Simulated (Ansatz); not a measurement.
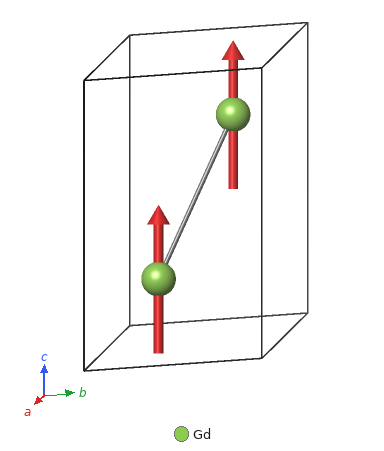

Structure drawing (ball-and-stick), viewed slightly off an axis. One simulation cell is framed, with atoms on its boundary repeated. Arrows are the site magnetic moments above 0.25 μB; longer means larger, and red and blue are up and down (without spin-orbit coupling the axis itself is arbitrary).

This is the state reached for Gd. Method used: DFT r2SCAN, scalar-relativistic, plane waves, PAW in Ansatz. It ran with a basis cut at 500 eV, k-points on a 14×14×8 grid, Gaussian smearing of 0.05 eV, collinear spins.

What do the arrows say about the order?

Answer. Ferromagnetic (within this cell). Site moments: 2 Gd +7.6 μB. The net spin moment of the whole cell is 15.9 μB, including what lies between the atoms and on sites without an arrow.

The structure comes from the standard structure of this element. Earlier steps of the study may have refined or changed the cell and positions. It was run through Ansatz as a DFT input.
